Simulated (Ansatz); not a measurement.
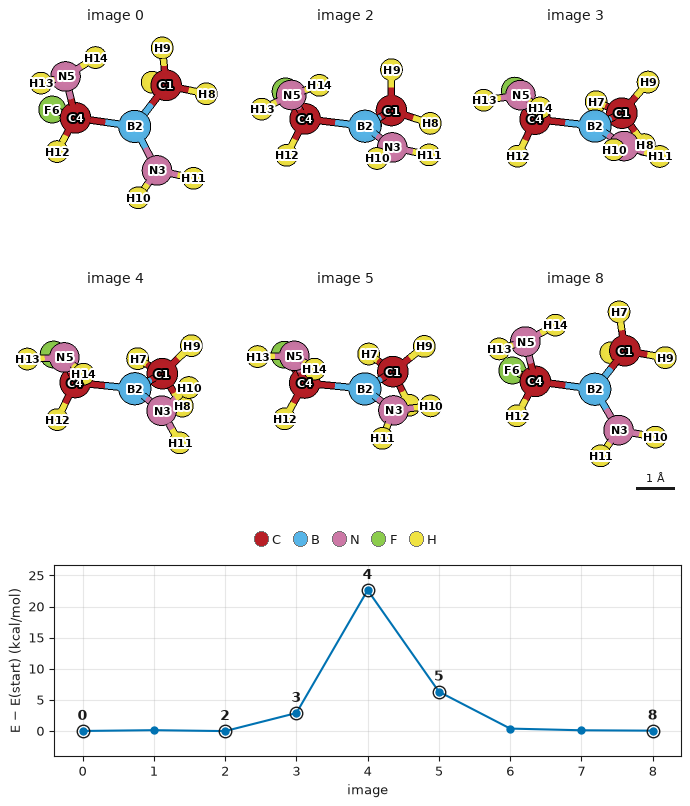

A search for the minimum-energy path of C2H8BFN2 by the nudged elastic band. Images are numbered from 0 (start) to 8 (end). Style: ball-and-stick. Shown at a tilt.

The calculation used Ansatz, RHF/def2-mTZVP. Set-up: 7 movable images; climbing image; force threshold 0.05 eV/Å; iteration limit 60; starting path through a guess of the saddle point.

What happens along the path, and what is the barrier?

The two ends have nearly the same energy, and the highest point, image 4, lies 22.6 kcal/mol above the start. The motion is an umbrella inversion at N3. No bond forms or breaks between the ends. Bond angles that change up to the highest image, for instance: B2–N3–H10 123.9° → 111.6°, B2–N3–H11 123.0° → 112.1°. The band converged in 27 iterations. The largest component of the band force went from 22 to 0.04 eV/Å. The climbing image converged on the top of the path. Its vibrational analysis gives 2 imaginary modes over 30i cm⁻¹, so it isn't confirmed as a transition state.
